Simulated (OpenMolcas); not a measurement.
## Excited-state calculation, with input and output: SnO (part 2 of 2)

The same run, continued: SnO (tin(ii) oxide), SMILES [O]=[Sn]; CIS/ANO-R1, RHF, sfX2C (OpenMolcas 26.06). The geometry comes from this level: GFN2-xTB.

Geometry of the input (Å):
```
O  0.0000  0.0000  0.0000
Sn 0.0000  0.0000  1.8036
```

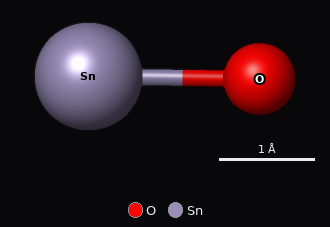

Figure 1. The structure as given in the input (ball-and-stick view, seen at a tilt). Sticks mark near contacts.

**What the program printed, continued**
```
      Average CI energy                           -6248.63127025
      RASSCF energy for state  3                  -6248.57704685
      Super-CI energy                                 0.00000000
      RASSCF energy change                            0.00000000
      Max change in MO coefficients               0.000E+00
      Max non-diagonal density matrix element     0.000E+00
      Maximum BLB matrix element                  7.924E-02
      (orbital pair  28,  31 in symmetry   1)
      Norm of electronic gradient            3.025E-01
--

      Final state energy(ies):
      ------------------------

::    RASSCF root number  1 Total energy:  -6248.73103197
::    RASSCF root number  2 Total energy:  -6248.58573193
::    RASSCF root number  3 Total energy:  -6248.57704685
      Von Neumann Entropy (Root   1) = -0.00000

      Mulliken population analysis for root number:  1
      -----------------------------------------------

++    Molecular charges:
      ------------------

      Mulliken charges per centre
      ---------------------------

                O1      SN2
      Total    8.8423 49.1577

      N-E     -0.8423  0.8423

      Total electronic charge=   58.000000

      Total            charge=   -0.000000
--

      Expectation values of various properties for root number:  1
      -----------------------------------------------------------

++    Molecular properties:
      ---------------------

      Charge (e):
                      =   -0.0000
      Dipole Moment (debye):
      Origin of the operator (angstrom)=    0.0000    0.0000    1.5913
                   X=  8.2056E-13               Y=  1.8243E-12               Z=  4.7648E+00           Total=  4.7648E+00
      Quadrupole Moment (debye*angstrom):
      Origin of the operator (angstrom)=    0.0000    0.0000    1.5913
                  XX= -2.7694E+01              XY= -2.1553E-12              XZ= -1.4668E-12              YY= -2.7694E+01
                  YZ= -3.1838E-12              ZZ= -4.1348E+01
      In traceless form (debye*angstrom)
                  XX=  6.8267E+00              XY= -3.2329E-12              XZ= -2.2002E-12              YY=  6.8267E+00
                  YZ= -4.7757E-12              ZZ= -1.3653E+01
--

      LoProp population analysis for root number:  1
      -----------------------------------------------

++    LoProp analysis:
      ----------------

++    Static properties:
      ------------------

      LoProp Charges per center

                   O1       SN2
      Nuclear      8.0000  50.0000
      Electronic  -8.7341 -49.2659

      Total       -0.7341   0.7341
--

      Natural Bond Order analysis for root number:  1

++    Natural Bond Order analysis
      ---------------------------
      Based on LoProp computed density
      -------------------------------------------------------------------------------------
      Atom A       Atom B       Bond Order
        O1           SN2            0.733
      -------------------------------------------------------------------------------------
      NBO located      1.466 electrons involved in    1 bonds.
      NBO located      1.004 non-bonded electrons on atom O1
      NBO located      0.963 non-bonded electrons on atom O1
      NBO located      0.971 non-bonded electrons on atom O1
      NBO located      0.971 non-bonded electrons on atom O1
      NBO located      0.997 non-bonded electrons on atom SN2
      NBO located      1.002 non-bonded electrons on atom SN2
      NBO located      1.000 non-bonded electrons on atom SN2
      NBO located      0.999 non-bonded electrons on atom SN2
      NBO located      0.999 non-bonded electrons on atom SN2
      NBO located      1.000 non-bonded electrons on atom SN2
      NBO located      1.000 non-bonded electrons on atom SN2
      NBO located      1.000 non-bonded electrons on atom SN2
      NBO located      1.000 non-bonded electrons on atom SN2
      NBO located      1.000 non-bonded electrons on atom SN2
      NBO located      1.000 non-bonded electrons on atom SN2
      NBO located      1.000 non-bonded electrons on atom SN2
      NBO located      1.000 non-bonded electrons on atom SN2
      NBO located      1.000 non-bonded electrons on atom SN2
      NBO located      1.000 non-bonded electrons on atom SN2
      NBO located      1.000 non-bonded electrons on atom SN2
      NBO located      1.000 non-bonded electrons on atom SN2
      NBO located      1.000 non-bonded electrons on atom SN2
      NBO located      1.000 non-bonded electrons on atom SN2
      NBO located      1.000 non-bonded electrons on atom SN2
      NBO located      1.000 non-bonded electrons on atom SN2
      NBO located      1.000 non-bonded electrons on atom SN2
      The remaining    2.092 electrons are to be considered as diffuse
--

--

      Von Neumann Entropy (Root   2) =  1.62302

      Mulliken population analysis for root number:  2
      -----------------------------------------------

++    Molecular charges:
      ------------------

      Mulliken charges per centre
      ---------------------------

                O1      SN2
      Total    8.1689 49.8311

      N-E     -0.1689  0.1689

      Total electronic charge=   58.000000

      Total            charge=   -0.000000
--

      Expectation values of various properties for root number:  2
      -----------------------------------------------------------

++    Molecular properties:
      ---------------------

      Charge (e):
                      =   -0.0000
      Dipole Moment (debye):
      Origin of the operator (angstrom)=    0.0000    0.0000    1.5913
                   X= -3.6516E-11               Y=  5.9808E-11               Z= -1.6100E+00           Total=  1.6100E+00
      Quadrupole Moment (debye*angstrom):
      Origin of the operator (angstrom)=    0.0000    0.0000    1.5913
                  XX= -3.1483E+01              XY= -4.1691E-10              XZ=  3.1815E-12              YY= -3.1483E+01
                  YZ= -5.4778E-12              ZZ= -3.5464E+01
      In traceless form (debye*angstrom)
                  XX=  1.9909E+00              XY= -6.2537E-10              XZ=  4.7723E-12              YY=  1.9909E+00
                  YZ= -8.2167E-12              ZZ= -3.9818E+00
--

      LoProp population analysis for root number:  2
      -----------------------------------------------

++    LoProp analysis:
      ----------------

++    Static properties:
      ------------------

      LoProp Charges per center

                   O1       SN2
      Nuclear      8.0000  50.0000
      Electronic  -8.1018 -49.8982

      Total       -0.1018   0.1018
--

      Natural Bond Order analysis for root number:  2

++    Natural Bond Order analysis
      ---------------------------
      Based on LoProp computed density
      -------------------------------------------------------------------------------------
      Atom A       Atom B       Bond Order
        O1           SN2            0.733
      -------------------------------------------------------------------------------------
      NBO located      1.466 electrons involved in    1 bonds.
      NBO located      1.004 non-bonded electrons on atom O1
      NBO located      0.963 non-bonded electrons on atom O1
      NBO located      0.997 non-bonded electrons on atom SN2
      NBO located      1.002 non-bonded electrons on atom SN2
      NBO located      1.000 non-bonded electrons on atom SN2
      NBO located      0.998 non-bonded electrons on atom SN2
      NBO located      0.998 non-bonded electrons on atom SN2
      NBO located      1.000 non-bonded electrons on atom SN2
      NBO located      1.000 non-bonded electrons on atom SN2
      NBO located      1.000 non-bonded electrons on atom SN2
      NBO located      1.000 non-bonded electrons on atom SN2
      NBO located      1.000 non-bonded electrons on atom SN2
      NBO located      1.000 non-bonded electrons on atom SN2
      NBO located      1.000 non-bonded electrons on atom SN2
      NBO located      1.000 non-bonded electrons on atom SN2
      NBO located      1.000 non-bonded electrons on atom SN2
      NBO located      1.000 non-bonded electrons on atom SN2
      NBO located      1.000 non-bonded electrons on atom SN2
      NBO located      1.000 non-bonded electrons on atom SN2
      NBO located      1.000 non-bonded electrons on atom SN2
      NBO located      1.000 non-bonded electrons on atom SN2
      NBO located      1.000 non-bonded electrons on atom SN2
      NBO located      1.000 non-bonded electrons on atom SN2
      NBO located      1.000 non-bonded electrons on atom SN2
      The remaining    3.870 electrons are to be considered as diffuse
--

--

      Von Neumann Entropy (Root   3) =  1.01974

      Mulliken population analysis for root number:  3
      -----------------------------------------------

++    Molecular charges:
      ------------------

      Mulliken charges per centre
      ---------------------------

                O1      SN2
      Total    8.3966 49.6034

      N-E     -0.3966  0.3966

      Total electronic charge=   58.000000

      Total            charge=   -0.000000
--

      Expectation values of various properties for root number:  3
      -----------------------------------------------------------

++    Molecular properties:
      ---------------------

      Charge (e):
                      =   -0.0000
      Dipole Moment (debye):
      Origin of the operator (angstrom)=    0.0000    0.0000    1.5913
                   X=  3.6152E-11               Y= -5.6157E-11               Z=  1.8258E+00           Total=  1.8258E+00
      Quadrupole Moment (debye*angstrom):
      Origin of the operator (angstrom)=    0.0000    0.0000    1.5913
                  XX= -3.3098E+01              XY= -2.5536E+00              XZ= -5.4090E-12              YY= -3.0568E+01
                  YZ=  8.0775E-12              ZZ= -3.4132E+01
      In traceless form (debye*angstrom)
                  XX= -7.4825E-01              XY= -3.8304E+00              XZ= -8.1134E-12              YY=  3.0469E+00
                  YZ=  1.2116E-11              ZZ= -2.2986E+00
--

      LoProp population analysis for root number:  3
      -----------------------------------------------

++    LoProp analysis:
      ----------------

++    Static properties:
      ------------------

      LoProp Charges per center

                   O1       SN2
      Nuclear      8.0000  50.0000
      Electronic  -8.2998 -49.7002

      Total       -0.2998   0.2998
--

      Natural Bond Order analysis for root number:  3

++    Natural Bond Order analysis
      ---------------------------
      Based on LoProp computed density
      -------------------------------------------------------------------------------------
      Atom A       Atom B       Bond Order
      -------------------------------------------------------------------------------------
      NBO located      0.999 non-bonded electrons on atom O1
      NBO located      1.008 non-bonded electrons on atom O1
      NBO located      0.921 non-bonded electrons on atom O1
      NBO located      0.971 non-bonded electrons on atom SN2
      NBO located      0.998 non-bonded electrons on atom SN2
      NBO located      0.999 non-bonded electrons on atom SN2
      NBO located      0.998 non-bonded electrons on atom SN2
      NBO located      1.000 non-bonded electrons on atom SN2
      NBO located      1.000 non-bonded electrons on atom SN2
      NBO located      1.000 non-bonded electrons on atom SN2
      NBO located      1.000 non-bonded electrons on atom SN2
      NBO located      1.000 non-bonded electrons on atom SN2
      NBO located      1.000 non-bonded electrons on atom SN2
      NBO located      1.000 non-bonded electrons on atom SN2
      NBO located      1.000 non-bonded electrons on atom SN2
      NBO located      1.000 non-bonded electrons on atom SN2
      NBO located      1.000 non-bonded electrons on atom SN2
      NBO located      1.000 non-bonded electrons on atom SN2
      NBO located      1.000 non-bonded electrons on atom SN2
      NBO located      1.000 non-bonded electrons on atom SN2
      NBO located      1.000 non-bonded electrons on atom SN2
      NBO located      1.000 non-bonded electrons on atom SN2
      NBO located      1.000 non-bonded electrons on atom SN2
      NBO located      1.000 non-bonded electrons on atom SN2
      NBO located      1.000 non-bonded electrons on atom SN2
      NBO located      1.000 non-bonded electrons on atom SN2
      The remaining    3.459 electrons are to be considered as diffuse
--

--

      Average orbitals are written to the RASORB file
      Natural orbitals for root   1 are written to the RASORB.1 file
      Natural orbitals for root   2 are written to the RASORB.2 file
      Natural orbitals for root   3 are written to the RASORB.3 file
      Spin density orbitals for root   1 are written to the SPDORB.1 file
      Spin density orbitals for root   2 are written to the SPDORB.2 file
      Spin density orbitals for root   3 are written to the SPDORB.3 file

--- Stop Module: rasscf /rc=_RC_ALL_IS_WELL_ ---
           step2.RasOrb.3 step2.rasscf.h5 step2.SpdOrb.1 step2.SpdOrb.2 step2.SpdOrb.3 xmldump
--- Module rasscf spent 2 seconds ---

.##################.
.# Happy landing! #.
.##################.

    Timing: Wall=5.88 User=4.83 System=0.97
```
